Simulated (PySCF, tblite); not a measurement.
# C5H15B2N: geometry, infrared bands, NMR shifts, electronic excitations and core binding energies

Aim: predict the infrared bands, NMR shifts, electronic excitations and core binding energies of C5H15B2N (`B[C@@H]1CC[BH2-][N+]1(C)C`).

Computed with tblite 0.8.0 and PySCF 2.14.0, with density-fitted response routines of our own, on a single molecule in the gas phase. Atoms are numbered from 0 throughout.

## 1. Starting geometry

23 atoms, charge 0, multiplicity 1; geometry from: force field or distance geometry start.

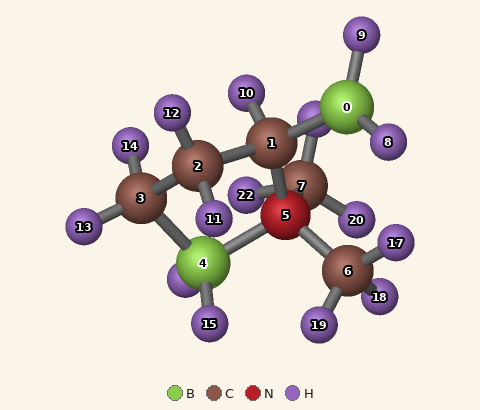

As it starts; boron green, carbon brown, nitrogen red, hydrogen purple, atoms numbered.

## 2. Relaxing the molecule with GFN2-xTB

What the job is given:

```
{"job": {"kind": "relax", "xc": "GFN2-xTB", "basis": "xTB"}, "charge": 0, "multiplicity": 1}
B      0.495300     2.221400    -0.080000
C      0.617800     0.709700     0.204000
C      1.631800    -0.026600    -0.669600
C      1.424100    -1.412200    -0.097500
B     -0.170200    -1.516000    -0.238000
N     -0.574300    -0.072700     0.114600
C     -1.521800     0.371200    -0.862000
C     -1.133100    -0.151300     1.462400
H      0.101900     2.717500    -1.072200
H      0.933200     2.981600     0.727600
H      1.020700     0.583100     1.251700
H      1.293900    -0.031900    -1.731900
H      2.644300     0.346900    -0.544800
H      1.966400    -2.196300    -0.642900
H      1.678600    -1.360100     0.995100
H     -0.470100    -1.706900    -1.372200
H     -0.653900    -2.303100     0.487600
H     -1.496400     1.431300    -1.090500
H     -2.537600     0.169100    -0.425500
H     -1.466100    -0.248800    -1.780900
H     -2.225800     0.046900     1.404700
H     -0.635100     0.626800     2.054600
H     -0.928000    -1.152400     1.915600
```

Started as:

```console
OMP_NUM_THREADS=1 python probes_run.py task.json out
```

One launch serves the whole session: the jobs run in the order shown.

The program printed:

```text
step      E/eV     max force
  0    -644.66562    2.338
  1    -644.97659    1.316
  2    -645.13677    0.904
  3    -645.25376    0.718
  4    -645.36332    0.549
  5    -645.41062    0.523
  6    -645.43982    0.344
  7    -645.46588    0.345
  8    -645.48464    0.304
  9    -645.49856    0.347
 10    -645.51144    0.283
 11    -645.52603    0.254
 12    -645.54506    0.348
 13    -645.56982    0.455
 14    -645.59868    0.609
 15    -645.62837    0.593
 16    -645.65832    0.416
 17    -645.68540    0.354
 18    -645.70910    0.409
 19    -645.74190    0.462
 20    -645.78389    0.569
 21    -645.82345    0.398
 22    -645.84938    0.417
 23    -645.85895    0.520
 24    -645.88642    0.311
 25    -645.90422    0.265
 26    -645.92531    0.255
 27    -645.94458    0.331
 28    -645.96456    0.293
 29    -645.97872    0.224
 30    -645.98860    0.224
 31    -645.99745    0.209
 32    -646.00351    0.225
 33    -646.01098    0.183
 34    -646.01586    0.145
 35    -646.02150    0.139
 36    -646.02511    0.139
 37    -646.03119    0.159
 38    -646.03655    0.148
 39    -646.04212    0.122
 40    -646.04658    0.118
 41    -646.04941    0.114
 42    -646.05106    0.109
 43    -646.05258    0.095
 44    -646.05422    0.086
 45    -646.05591    0.087
 46    -646.05750    0.078
 47    -646.05896    0.083
 48    -646.06060    0.086
 49    -646.06248    0.096
 50    -646.06426    0.084
 51    -646.06561    0.083
 52    -646.06670    0.067
 53    -646.06768    0.068
 54    -646.06873    0.063
 55    -646.06937    0.054
 56    -646.06992    0.048
 57    -646.07036    0.044
 58    -646.07074    0.042
 59    -646.07103    0.040
 60    -646.07127    0.041
 61    -646.07153    0.037
 62    -646.07183    0.050
 63    -646.07215    0.047
 64    -646.07241    0.030
 65    -646.07260    0.025
 66    -646.07278    0.035
 67    -646.07298    0.044
 68    -646.07330    0.046
 69    -646.07361    0.040
 70    -646.07393    0.038
 71    -646.07427    0.040
 72    -646.07464    0.044
 73    -646.07501    0.043
 74    -646.07534    0.036
 75    -646.07565    0.037
 76    -646.07600    0.041
 77    -646.07642    0.040
 78    -646.07689    0.047
 79    -646.07740    0.051
 80    -646.07797    0.056
 81    -646.07852    0.059
 82    -646.07874    0.119
 83    -646.07954    0.057
 84    -646.08010    0.049
 85    -646.08083    0.097
 86    -646.08171    0.137
 87    -646.08310    0.149
 88    -646.08471    0.125
 89    -646.08625    0.104
 90    -646.08482    0.304
 91    -646.08790    0.086
 92    -646.08855    0.060
 93    -646.09020    0.119
 94    -646.09082    0.063
 95    -646.09175    0.059
 96    -646.09276    0.056
 97    -646.09408    0.063
 98    -646.09503    0.066
 99    -646.09588    0.074
100    -646.09654    0.073
101    -646.09751    0.087
102    -646.09897    0.114
103    -646.10230    0.111
104    -646.10452    0.097
105    -646.10725    0.084
106    -646.10885    0.078
107    -646.10893    0.251
108    -646.11068    0.071
109    -646.11167    0.059
110    -646.11270    0.051
111    -646.11366    0.043
112    -646.11410    0.044
113    -646.11473    0.047
114    -646.11530    0.034
115    -646.11572    0.039
116    -646.11595    0.038
117    -646.11624    0.038
118    -646.11661    0.044
119    -646.11713    0.054
120    -646.11774    0.061
121    -646.11834    0.046
122    -646.11884    0.032
123    -646.11917    0.040
124    -646.11941    0.037
125    -646.11965    0.034
126    -646.11992    0.035
127    -646.12029    0.040
128    -646.12067    0.054
129    -646.12104    0.048
130    -646.12131    0.033
131    -646.12155    0.035
132    -646.12186    0.043
133    -646.12235    0.067
134    -646.12303    0.086
135    -646.12383    0.083
136    -646.12459    0.076
137    -646.12512    0.066
138    -646.12573    0.051
139    -646.12622    0.050
140    -646.12678    0.049
141    -646.12741    0.069
142    -646.12838    0.093
143    -646.12985    0.093
144    -646.13200    0.113
145    -646.13435    0.123
146    -646.13673    0.145
147    -646.11370    0.505
148    -646.13981    0.111
149    -646.14116    0.094
150    -646.14348    0.088
151    -646.14402    0.109
152    -646.14510    0.061
153    -646.14582    0.047
154    -646.14671    0.065
155    -646.14723    0.058
156    -646.14781    0.057
157    -646.14840    0.041
158    -646.14887    0.040
159    -646.14920    0.040
160    -646.14956    0.040
161    -646.14988    0.034
162    -646.15016    0.032
163    -646.15040    0.029
164    -646.15063    0.033
165    -646.15085    0.033
166    -646.15107    0.033
167    -646.15127    0.030
168    -646.15143    0.025
169    -646.15156    0.021
170    -646.15167    0.018
171    -646.15178    0.025
172    -646.15193    0.029
173    -646.15210    0.028
174    -646.15231    0.031
175    -646.15252    0.029
176    -646.15272    0.031
177    -646.15291    0.032
178    -646.15308    0.030
179    -646.15322    0.024
180    -646.15334    0.020
181    -646.15344    0.025
182    -646.15354    0.018
183    -646.15362    0.018
184    -646.15369    0.014
185    -646.15376    0.014
186    -646.15382    0.015
187    -646.15388    0.017
188    -646.15393    0.016
189    -646.15397    0.015
190    -646.15401    0.013
191    -646.15406    0.012
192    -646.15410    0.011
193    -646.15412    0.010
194    -646.15414    0.009
```

It took 2.5 s on 1 thread of Arm Neoverse N1, shared host; peak memory 0.18 GiB.

Relaxation path: (not every step is listed)

```tsv
step	energy from step 0 (eV)	largest force (eV/Å)
0	0.0000	2.3381
1	-0.3110	1.3159
2	-0.4711	0.9041
3	-0.5881	0.7184
4	-0.6977	0.5493
5	-0.7450	0.5230
6	-0.7742	0.3444
7	-0.8003	0.3448
8	-0.8190	0.3041
26	-1.2597	0.2551
44	-1.3886	0.0855
62	-1.4062	0.0502
80	-1.4124	0.0560
98	-1.4294	0.0660
116	-1.4503	0.0375
134	-1.4574	0.0856
152	-1.4795	0.0609
170	-1.4860	0.0179
188	-1.4883	0.0156
189	-1.4883	0.0146
190	-1.4884	0.0130
191	-1.4884	0.0122
192	-1.4885	0.0112
193	-1.4885	0.0102
194	-1.4885	0.0086
```

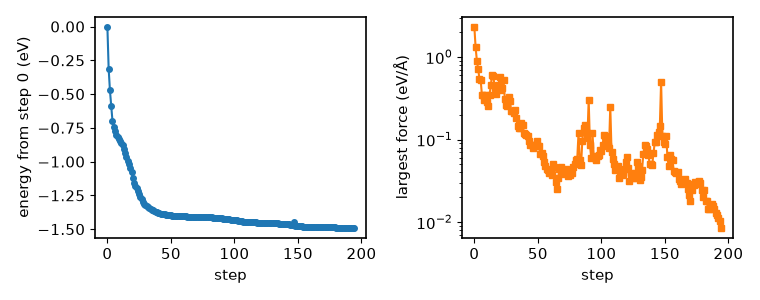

Energy and largest force along the relaxation.

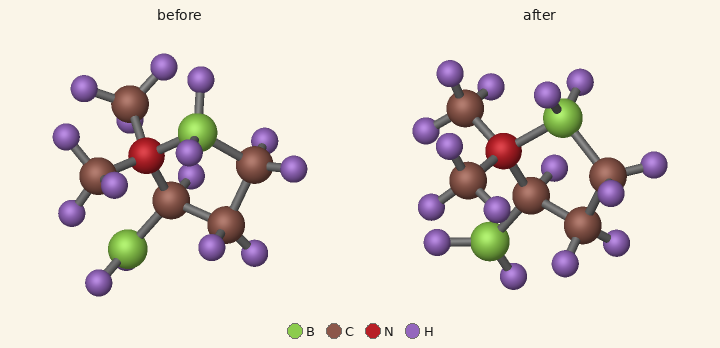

The geometry before (left) and after (right).

Distances of close pairs at the start and the end, largest changes first:

```tsv
bond	before (Å)	after (Å)	change (Å)
B4–N5	1.540	1.646	+0.106
C1–N5	1.429	1.484	+0.055
C6–H18	1.124	1.088	-0.036
C3–H14	1.123	1.090	-0.033
C3–B4	1.604	1.637	+0.033
C1–H10	1.130	1.099	-0.031
C7–H22	1.118	1.088	-0.030
N5–C6	1.431	1.460	+0.028
```

The final coordinates are the input of the step that follows.

## 3. Vibrational analysis with GFN2-xTB

What the job is given:

```
{"job": {"kind": "ir", "xc": "GFN2-xTB", "basis": "xTB"}, "charge": 0, "multiplicity": 1}
B      0.608890     2.234208     0.292169
C      0.647877     0.671124     0.360372
C      1.634532     0.016508    -0.638131
C      1.293165    -1.482292    -0.664619
B     -0.080030    -1.659811     0.208219
N     -0.611357    -0.102278     0.226349
C     -1.296395     0.199528    -1.026788
C     -1.516474     0.155920     1.338801
H     -0.373138     2.855932     0.162726
H      1.625998     2.801720     0.383460
H      1.038560     0.394332     1.349468
H      1.521413     0.470174    -1.625549
H      2.657612     0.208820    -0.315192
H      1.193754    -1.818249    -1.697995
H      2.115729    -2.056709    -0.239432
H     -0.927989    -2.333932    -0.286875
H      0.131485    -1.951975     1.347340
H     -1.559110     1.257192    -1.091808
H     -2.203244    -0.398345    -1.089059
H     -0.659467    -0.066338    -1.864289
H     -2.373603    -0.511409     1.264058
H     -1.863534     1.192053     1.337382
H     -1.009428    -0.049189     2.279472
```

The program printed:

```text
mode    cm-1     km/mol
  1      95.6      1.34
  2     134.1      0.72
  3     171.1      4.84
  4     227.4      0.82
  5     242.6      1.10
  6     265.0      0.62
  7     296.6      3.42
  8     317.3      4.62
  9     358.8      3.09
 10     432.3      0.52
 11     470.9      0.90
 12     523.9      2.57
 13     559.9      0.03
 14     643.8     18.94
 15     716.8      3.30
 16     773.8     44.48
 17     804.3     91.68
 18     837.1     24.70
 19     861.6      0.40
 20     891.1     15.87
 21     929.5     48.07
 22     981.1     19.20
 23    1000.5     37.19
 24    1031.1      4.16
 25    1037.6     21.22
 26    1054.0     10.24
 27    1073.6     15.89
 28    1084.1     45.20
 29    1086.7     14.89
 30    1119.1     99.36
 31    1166.6     11.29
 32    1191.0     22.84
 33    1212.1     30.51
 34    1223.2      8.21
 35    1229.3      7.20
 36    1253.4     25.32
 37    1258.5      3.58
 38    1266.7     80.89
 39    1308.1     14.68
 40    1321.0      4.64
 41    1404.9      2.24
 42    1424.8      2.14
 43    1465.0      1.21
 44    1477.4      6.41
 45    1478.6      4.51
 46    1492.4     10.70
 47    1512.4      3.56
 48    1533.8      2.23
 49    2415.5    253.09
 50    2457.8    240.27
 51    2643.1    101.68
 52    2681.6    114.42
 53    2888.2     15.95
 54    2949.3     15.46
 55    2970.3     31.19
 56    2977.8    122.39
 57    2983.7     46.27
 58    2992.1     40.61
 59    3009.3     87.34
 60    3025.4     10.41
 61    3034.6     19.12
 62    3036.6     27.19
 63    3071.3      9.40
```

Run time: 1.5 s. Hardware: 1 thread of Arm Neoverse N1, shared host; peak memory 0.18 GiB.

The strongest bands and the atoms that carry them (share of the mass-weighted mode):

```tsv
cm⁻¹	km/mol	atoms
804	91.7	H9 29 %, H8 25 %, B0 21 %
1119	99.4	H16 22 %, C1 14 %, H10 13 %
2416	253.1	H16 84 %
2458	240.3	H15 85 %
2643	101.7	H8 76 %, H9 18 %
2682	114.4	H9 74 %, H8 16 %, B0 10 %
2978	122.4	H13 63 %, H11 16 %, H14 12 %
3009	87.3	H14 67 %, H12 15 %, H13 11 %
```

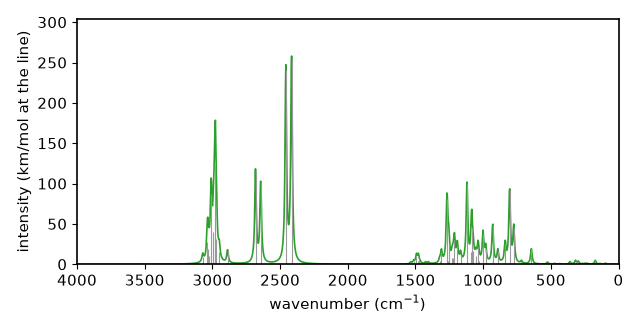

The infrared spectrum from these modes, unscaled. Lines are broadened to a width of 14 cm⁻¹ (Lorentzian).

## 4. Optimising the geometry at PBE0-D3(BJ)/def2-SVP

What the job is given:

```
{"job": {"xc": "PBE0", "basis": "def2-SVP", "d3": "d3bj", "grid": 1, "shake": 0.01, "kind": "geom"}, "charge": 0, "multiplicity": 1}
B      0.629300     2.208650     0.296350
C      0.642200     0.666600     0.358220
C      1.614330     0.014190    -0.646780
C      1.326390    -1.480030    -0.668150
B     -0.082840    -1.666490     0.197670
N     -0.615270    -0.097460     0.223960
C     -1.286820     0.197530    -1.026550
C     -1.501020     0.161370     1.333750
H     -0.374970     2.861340     0.182080
H      1.623300     2.799280     0.393480
H      1.029700     0.391410     1.358290
H      1.527220     0.471090    -1.618850
H      2.629330     0.219030    -0.324790
H      1.177070    -1.815480    -1.690990
H      2.111280    -2.067470    -0.239170
H     -0.928520    -2.319880    -0.279400
H      0.133420    -1.940860     1.345280
H     -1.568370     1.263030    -1.085980
H     -2.205390    -0.406170    -1.086770
H     -0.684410    -0.059440    -1.859380
H     -2.389990    -0.510800     1.254420
H     -1.855960     1.171710     1.328240
H     -1.002330    -0.037620     2.257890
```

The program printed:

```text
step   0  E = -303.39304793  max force = 0.036364
step   1  E = -303.40192166  max force = 0.005115
step   2  E = -303.40214556  max force = 0.001315
step   3  E = -303.40215852  max force = 0.000505
step   4  E = -303.40216186  max force = 0.000382
optimisation converged
```

Wall time 2.6 min (1 thread of Arm Neoverse N1, shared host); peak memory 0.86 GiB.

Along the way:

```tsv
step	energy from step 0 (eV)	largest force component (eV/Å)
0	0.0000	1.8699
1	-0.2415	0.2630
2	-0.2476	0.0676
3	-0.2479	0.0260
4	-0.2480	0.0196
```

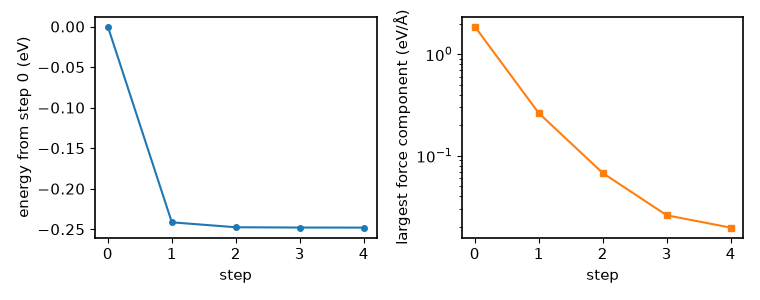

Energy and largest force along the relaxation.

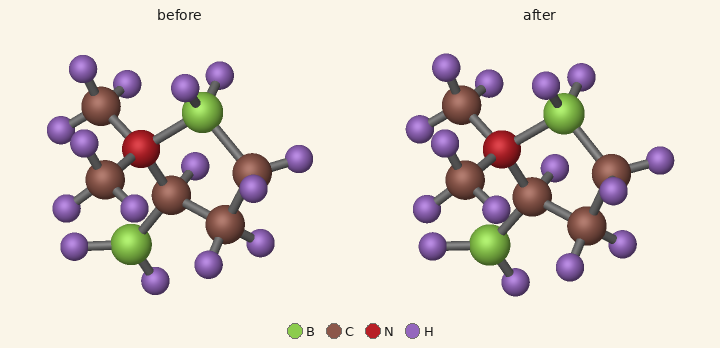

Before and after, at one scale.

Close pairs (by a distance rule), those that changed most:

```tsv
bond	before (Å)	after (Å)	change (Å)
B4–H15	1.170	1.226	+0.055
B0–H9	1.160	1.208	+0.047
C6–H19	1.059	1.096	+0.036
C3–B4	1.664	1.630	-0.034
B4–H16	1.200	1.231	+0.031
C7–H21	1.071	1.101	+0.031
C3–H14	1.070	1.100	+0.030
C7–H22	1.069	1.097	+0.028
```

The next job starts from the end point, and lists it.

```tsv
at the end point	value
point group (found at 0.08 Å tolerance)	C1
rotational constants (GHz, main isotopes)	2.461, 2.153, 1.555
dipole moment (D)	3.87
```

## 5. Nuclear shieldings: PBE0/pcSseg-1

What the job is given:

```
{"job": {"kind": "nmr", "xc": "PBE0", "basis": "pcSseg-1"}, "charge": 0, "multiplicity": 1}
B      0.589545     2.461458     0.356351
C      0.651492     0.907809     0.403837
C      1.642567     0.251465    -0.584408
C      1.289061    -1.249645    -0.637179
B     -0.059678    -1.429174     0.260562
N     -0.619830     0.124435     0.279649
C     -1.312787     0.417993    -0.984025
C     -1.525879     0.362577     1.406876
H     -0.434193     3.093813     0.232826
H      1.630249     3.063254     0.470474
H      1.029114     0.663483     1.417748
H      1.558487     0.724296    -1.577092
H      2.668337     0.458599    -0.244494
H      1.168865    -1.572490    -1.684159
H      2.111594    -1.853082    -0.225312
H     -0.957943    -2.135551    -0.182381
H      0.178765    -1.673253     1.442936
H     -1.583136     1.483716    -1.045226
H     -2.218933    -0.196971    -1.038746
H     -0.667365     0.149887    -1.827977
H     -2.367451    -0.338889     1.338201
H     -1.907357     1.395781     1.397315
H     -0.989381     0.167458     2.343175
```

Level: GIAO PBE0/pcSseg-1 NMR shielding, non-relativistic, gas phase.

The program printed:

```text
coarse grid: 17968 points
cycle   1  E = -303.4431194085  dE =  6.522e-01  |g| = 4.891e-01  |ddm| = 3.974e+00
cycle   2  E = -303.4297380311  dE =  1.338e-02  |g| = 5.713e-01  |ddm| = 1.141e+00
cycle   3  E = -303.5124767231  dE = -8.274e-02  |g| = 6.123e-02  |ddm| = 5.951e-01
cycle   4  E = -303.5132072249  dE = -7.305e-04  |g| = 2.687e-02  |ddm| = 8.182e-02
cycle   5  E = -303.5133841620  dE = -1.769e-04  |g| = 7.372e-03  |ddm| = 3.195e-02
cycle   6  E = -303.5133960786  dE = -1.192e-05  |g| = 2.425e-03  |ddm| = 8.771e-03
cycle   7  E = -303.5133973285  dE = -1.250e-06  |g| = 4.612e-04  |ddm| = 1.993e-03
final grid: 170032 points
cycle   8  E = -303.5599274752  dE = -9.777e-05  |g| = 9.570e-03  |ddm| = 5.734e-02
cycle   9  E = -303.5599194594  dE =  8.016e-06  |g| = 1.116e-02  |ddm| = 2.004e-02
cycle  10  E = -303.5599521310  dE = -3.267e-05  |g| = 1.066e-03  |ddm| = 1.096e-02
cycle  11  E = -303.5599523747  dE = -2.438e-07  |g| = 3.680e-04  |ddm| = 1.207e-03
cycle  12  E = -303.5599524014  dE = -2.663e-08  |g| = 9.603e-05  |ddm| = 2.870e-04
cycle  13  E = -303.5599524031  dE = -1.741e-09  |g| = 3.488e-05  |ddm| = 9.958e-05
cycle  14  E = -303.5599524034  dE = -2.801e-10  |g| = 5.861e-06  |ddm| = 3.683e-05
converged SCF energy = -303.5599524034

GIAO shielding tensors (ppm)
atom      isotropic    diamagn.    paramagn.     s11        s22        s33       span
  0 B       15.422     194.245    -178.823    -63.580    -22.155    132.001    195.581
  1 C      103.670     253.344    -149.674     70.385    102.340    138.284     67.899
  2 C      157.834     247.743     -89.908    119.671    171.406    182.425     62.754
  3 C      174.846     249.496     -74.650    154.803    173.934    195.802     41.000
  4 B      105.191     188.805     -83.614     80.819     98.004    136.751     55.933
  5 N      196.243     322.197    -125.954    181.512    189.876    217.342     35.831
  6 C      140.628     249.260    -108.633    110.968    128.831    182.083     71.115
  7 C      133.941     246.957    -113.015    101.372    119.664    180.787     79.414
  8 H       23.389      30.043      -6.654     14.908     26.397     28.861     13.953
  9 H       23.786      29.063      -5.277     17.162     26.171     28.026     10.864
 10 H       28.049      33.205      -5.156     22.640     28.336     33.172     10.532
 11 H       29.605      31.782      -2.176     25.668     27.526     35.622      9.954
 12 H       28.985      30.348      -1.363     23.803     26.668     36.483     12.680
 13 H       30.460      31.136      -0.677     26.718     27.153     37.508     10.790
 14 H       30.125      30.595      -0.470     25.930     27.016     37.429     11.500
 15 H       28.769      31.710      -2.941     25.282     28.034     32.991      7.708
 16 H       28.902      32.335      -3.433     24.589     28.973     33.142      8.553
 17 H       29.009      31.571      -2.562     24.444     26.693     35.889     11.446
 18 H       28.985      30.885      -1.900     25.272     26.512     35.171      9.899
 19 H       28.770      31.842      -3.073     23.365     28.396     34.548     11.183
 20 H       28.468      29.713      -1.244     24.580     25.923     34.903     10.322
 21 H       28.723      30.277      -1.555     24.286     26.477     35.405     11.119
 22 H       29.051      30.492      -1.441     24.801     26.909     35.445     10.645
```

Wall time 82 s (1 thread of Arm Neoverse N1, shared host); peak memory 0.9 GiB.

The references, computed at this level on geometries of the same kind, shield at (ppm): 1H TMS 31.27, 13C TMS 184.4, 15N NH3 265.7, 11B BF3·OEt2 100.7. Their shielding less the atom's gives the shift. The references are single molecules in the gas phase, so shifts against H2O, NH3, PH3, H3PO4 or CFCl3 are not on the usual liquid scales and can be off by tens of ppm. Atoms listed in one row are averaged.

```tsv
atoms	environment	σ (ppm)	δ (ppm)	δ scaled to CDCl3
C1	sp3 CH bonded to B and N	103.7	80.7	77.9
C7	methyl carbon bonded to N	133.9	50.5	48.5
C6	methyl carbon bonded to N	140.6	43.8	42.0
C2	sp3 CH2 in a ring	157.8	26.6	25.3
C3	sp3 CH2 bonded to B	174.8	9.6	8.8
H8, H9	hydrogen on a boron bonded to C	23.59	7.68	–
H10	hydrogen on an sp3 CH bonded to B and N	28.05	3.22	3.27
H20, H21, H22	hydrogen on a methyl carbon bonded to N	28.75	2.52	2.60
H15	hydrogen on a boron bonded to C, N, in a 5-membered ring	28.77	2.50	–
H16	hydrogen on a boron bonded to C, N, in a 5-membered ring	28.90	2.37	–
H17, H18, H19	hydrogen on a methyl carbon bonded to N	28.92	2.35	2.44
H12	hydrogen on an sp3 CH2 in a ring	28.98	2.28	2.38
H11	hydrogen on an sp3 CH2 in a ring	29.61	1.66	1.79
H14	hydrogen on an sp3 CH2 bonded to B	30.12	1.14	1.30
H13	hydrogen on an sp3 CH2 bonded to B	30.46	0.81	0.98
B0	boron bonded to C, 2 H	15.4	85.3	–
B4	boron bonded to C, N, 2 H, in a 5-membered ring	105.2	-4.5	–
N5	donor nitrogen of a Lewis adduct	196.2	69.4	–
```

The scaled column applies a straight-line fit of computed shieldings to shifts measured in CDCl3 (root-mean-square error 0.21 ppm for H, 2.0 ppm for C).

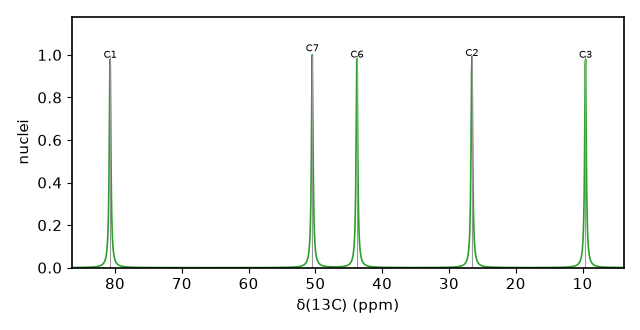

13C lines at the computed shifts, without couplings. Lines are broadened to a width of 0.28 ppm (Lorentzian).

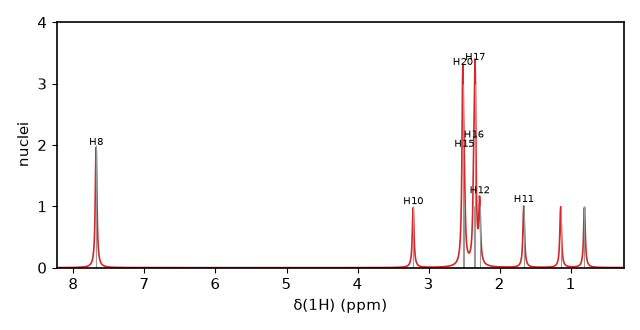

1H lines at the computed shifts, without couplings. Lines are broadened to a width of 0.03 ppm (Lorentzian).

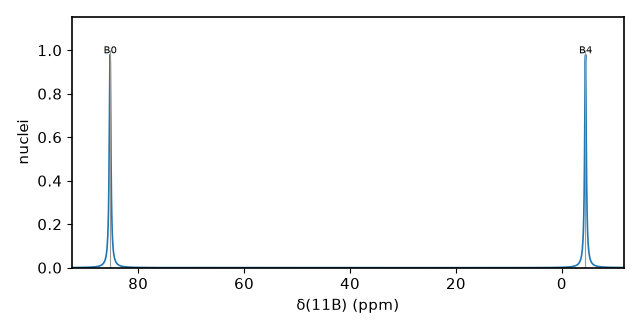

11B lines at the computed shifts, without couplings. Lines are broadened to a width of 0.36 ppm (Lorentzian).

Charges from the same density, by scheme (e):

```tsv
atoms	Mulliken	IAO	Hirshfeld	ESP fit
B0	0.17	0.05	0.16	0.14
C1	-0.25	-0.16	-0.04	0.25
C2	-0.19	-0.24	-0.06	-0.28
C3	-0.40	-0.39	-0.15	-0.17
B4	0.10	-0.21	-0.04	0.02
N5	-0.67	-0.01	0.04	0.30
C6	-0.08	-0.30	-0.05	-0.55
C7	-0.07	-0.30	-0.05	-0.44
```

ESP fit charges:

B0 0.14; C1 0.25; C2 -0.28; C3 -0.17; B4 0.02; N5 0.30; C6 -0.55; C7 -0.44; H8 -0.09; H9 -0.09; H10 0.03; H11 0.08; H12 0.08; H13 0.02; H14 0.06; H15 -0.17; H16 -0.18; H17 0.15; H18 0.19; H19 0.20; H20 0.17; H21 0.13; H22 0.15

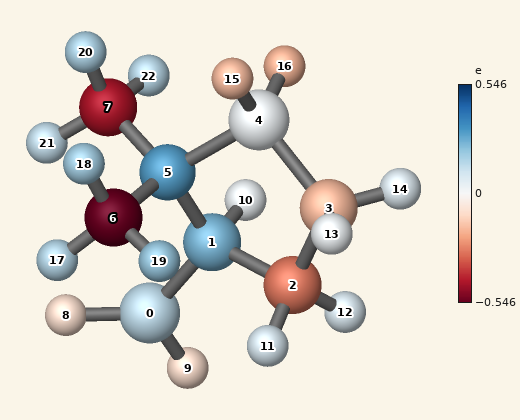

ESP fit charges, as colours on the atoms.

Mayer bond orders: B0–C1 1.00, C1–C2 1.01, C2–C3 1.01, C3–B4 0.92, B4–N5 0.57, N5–C6 0.90, N5–C7 0.92, N5–C1 0.83.

Ring of atoms C1, C2, C3, B4, N5: NICS(0) -5.5, NICS(1) -3.4, NICS(1)zz -4.2 ppm (means of both faces; NICS(1) differs between them: -4.4 and -2.3).

[end of part 1 of 2]
